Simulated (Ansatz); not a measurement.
Crystal: PtC, coordinates from a relaxation with Ansatz 0.2.0, DFT, PBE, PAW with Ansatz's default frozen-core files, scalar-relativistic; the starting structure was generated, so it need not be a known form of this composition.

```
CELL_PARAMETERS angstrom
4.46580 0.00000 0.00000
0.00000 4.46580 0.00000
0.00000 0.00000 4.46580
ATOMIC_POSITIONS crystal
Pt 0.00000 0.00000 0.00000
C 0.50000 0.00000 0.00000
Pt 0.00000 0.50000 0.50000
C 0.50000 0.50000 0.50000
Pt 0.50000 0.00000 0.50000
C 0.00000 0.00000 0.50000
Pt 0.50000 0.50000 0.00000
C 0.00000 0.50000 0.00000
```

**What does its first Brillouin zone look like, and which path through it is standard?**

It has a face-centred cubic lattice (cF; extended symbol cF2). The zone is a truncated octahedron in its combinatorial type: 14 faces (6 with 4 edges, 8 with 6 edges), 36 edges, 24 vertices. Path: Γ–X–U | K–Γ–L–W–X.

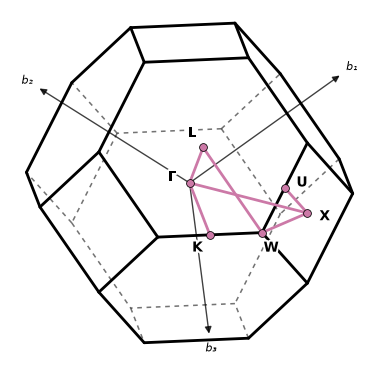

Labels and path follow the convention of Hinuma et al. (2017), as computed by seekpath; the arrows show the directions of the reciprocal primitive vectors b₁, b₂, b₃, in which coordinates are given; lengths include the factor 2π.

```csv
point,k₁,k₂,k₃,length of k (1/Å)
Γ,0,0,0,0.000
X,1/2,0,1/2,1.407
L,1/2,1/2,1/2,1.218
W,1/2,1/4,3/4,1.573
K,3/8,3/8,3/4,1.492
U,5/8,1/4,5/8,1.492
```
